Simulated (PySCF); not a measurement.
Saddle-point search of C$_{3}$H$_{6}$N$_{2}$

C$_{3}$H$_{6}$N$_{2}$, computed with B3LYP-D3(BJ)/def2-SVP saddle search from the GFN2-xTB point and Hessian, gas phase (PySCF 2.14.0).

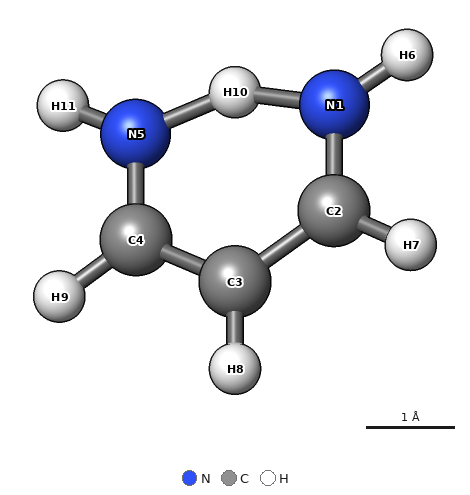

**Figure 1.** The starting structure (ball-and-stick view, seen at a tilt; atoms are numbered from 1 in the order of the input). Bond lengths as drawn: C–C 1.39 Å, C–H 1.08 to 1.09 Å, C–N 1.31 Å and H–N 1.01 to 1.26 Å.

Key numbers:

| quantity | value |
| --- | --- |
| outcome | converged |
| total energy | −227.249418 hartree |
| hardware | 1 CPU thread, shared host |
| wall time | 12 s |
| peak memory | 0.51 GiB |

Input file:
```
{"job": {"xc": "B3LYP", "basis": "def2-SVP", "kind": "refine"}, "charge": 0, "multiplicity": 1}
N      0.159007     1.511183    -0.050578
C      1.101645     0.615072     0.076728
C      0.786129    -0.740460     0.105961
C     -0.542545    -1.141704    -0.001371
N     -1.493389    -0.254345    -0.129069
H      0.410848     2.488096    -0.069506
H      2.147241     0.912617     0.161863
H      1.565547    -1.474607     0.210973
H     -0.772715    -2.207288     0.023171
H     -0.912418     0.859432    -0.122876
H     -2.449351    -0.567996    -0.205297
```

The first line tells a small driver script what to run in PySCF; the rest is the geometry in Å.

Run as:
```bash
OMP_NUM_THREADS=1 python <driver script> task.json out
```

What the program printed:
```
step      E/eV     max force
  0     -6183.72172   0.5962
  1     -6183.77068   0.1278
  2     -6183.77160   0.0255
  3     -6183.77163   0.0058
```

Trajectory as extended XYZ (Å, eV, eV/Å), 4 frames, from step=0 to step=3:
```
11
Properties=species:S:1:pos:R:3:forces:R:3 step=0 energy=-6183.72172
N     0.1590    1.5112   -0.0506   -0.4210   0.4180  -0.0590
C     1.1016    0.6151    0.0767    0.2910   0.0640   0.0250
C     0.7861   -0.7405    0.1060    0.3870  -0.3640   0.0520
C    -0.5425   -1.1417   -0.0014   -0.0470  -0.2940   0.0090
N    -1.4934   -0.2543   -0.1291   -0.4390   0.3960  -0.0600
H     0.4108    2.4881   -0.0695    0.1980   0.2400   0.0080
H     2.1472    0.9126    0.1619    0.3460   0.1530   0.0260
H     1.5655   -1.4746    0.2110    0.3610  -0.3400   0.0490
H    -0.7727   -2.2073    0.0232   -0.1300  -0.3560   0.0030
H    -0.9124    0.8594   -0.1229   -0.3170   0.2980  -0.0420
H    -2.4494   -0.5680   -0.2053   -0.2280  -0.2140  -0.0120
11
Properties=species:S:1:pos:R:3:forces:R:3 step=1 energy=-6183.77068
N     0.1564    1.5271   -0.0522   -0.0370   0.0970  -0.0070
C     1.1043    0.6181    0.0768    0.0570   0.0360   0.0030
C     0.8002   -0.7537    0.1074    0.0050  -0.0040   0.0010
C    -0.5454   -1.1445   -0.0016   -0.0320  -0.0590  -0.0020
N    -1.5094   -0.2527   -0.1314   -0.0990   0.0310  -0.0090
H     0.4551    2.4996   -0.0651   -0.0240  -0.0610   0.0000
H     2.1563    0.9331    0.1625   -0.0220  -0.0030  -0.0020
H     1.5888   -1.4965    0.2137    0.0010  -0.0010   0.0010
H    -0.7926   -2.2177    0.0226    0.0010   0.0220  -0.0010
H    -0.9558    0.9004   -0.1292    0.0930  -0.0870   0.0110
H    -2.4580   -0.6132   -0.2035    0.0590   0.0290   0.0040
11
Properties=species:S:1:pos:R:3:forces:R:3 step=2 energy=-6183.77160
N     0.1560    1.5280   -0.0517    0.0110  -0.0230   0.0010
C     1.1052    0.6196    0.0768   -0.0030   0.0120   0.0000
C     0.7993   -0.7528    0.1076    0.0070  -0.0070   0.0010
C    -0.5468   -1.1456   -0.0016   -0.0120   0.0020  -0.0010
N    -1.5102   -0.2524   -0.1310    0.0230  -0.0090   0.0020
H     0.4512    2.4997   -0.0659   -0.0060   0.0040  -0.0010
H     2.1566    0.9345    0.1620    0.0010  -0.0020   0.0000
H     1.5881   -1.4958    0.2139   -0.0030   0.0030   0.0000
H    -0.7939   -2.2180    0.0220    0.0020  -0.0010   0.0000
H    -0.9471    0.8921   -0.1278   -0.0160   0.0150  -0.0020
H    -2.4584   -0.6092   -0.2041   -0.0040   0.0060  -0.0010
11
Properties=species:S:1:pos:R:3:forces:R:3 step=3 energy=-6183.77163
N     0.1561    1.5272   -0.0517   -0.0050   0.0010  -0.0010
C     1.1055    0.6194    0.0769    0.0000  -0.0010   0.0000
C     0.7996   -0.7532    0.1077    0.0010  -0.0010   0.0000
C    -0.5466   -1.1459   -0.0016    0.0010   0.0000   0.0000
N    -1.5094   -0.2524   -0.1309   -0.0020   0.0050  -0.0010
H     0.4493    2.4995   -0.0662    0.0050   0.0030   0.0000
H     2.1569    0.9342    0.1619    0.0000   0.0000   0.0000
H     1.5883   -1.4960    0.2140    0.0010  -0.0010   0.0000
H    -0.7936   -2.2183    0.0219    0.0000   0.0000   0.0000
H    -0.9478    0.8928   -0.1277    0.0020  -0.0020   0.0000
H    -2.4583   -0.6072   -0.2043   -0.0020  -0.0050   0.0000
```

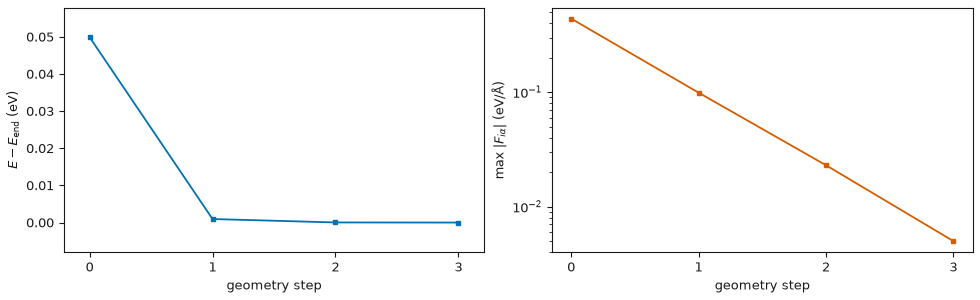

**Figure 2.** Progress of the saddle-point search, step by step (steps are counted from 0).

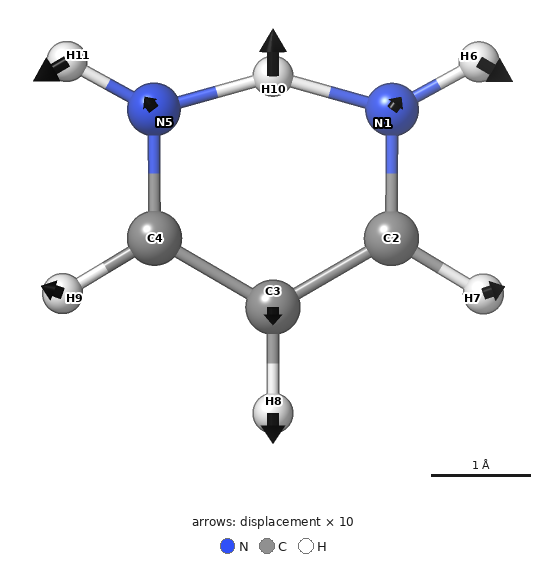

**Figure 3.** The starting structure with the displacements as black arrows, magnified 10 times (ball-and-stick view, seen on its broad side). The two geometries are laid on each other by the best rigid fit. The atom that moves furthest after the best rigid fit is H10 (0.049 Å). Largest moves by element: H 0.049 Å, C 0.019 Å, N 0.016 Å. Distances before and after: N1–H10 1.256 → 1.275 Å, C2–C3 1.392 → 1.407 Å, C4–N5 1.307 → 1.320 Å, C3–H8 1.076 → 1.089 Å. Among the angles that change: N1–H10–N5 148.7° → 145.9°, C4–N5–H11 119.1° → 116.9°. The energy falls by 0.050 eV in 3 geometry steps. Largest force component: 0.44 eV/Å at the start, 0.005 eV/Å at the end. (Atoms are counted from 1 in the order of the input.)
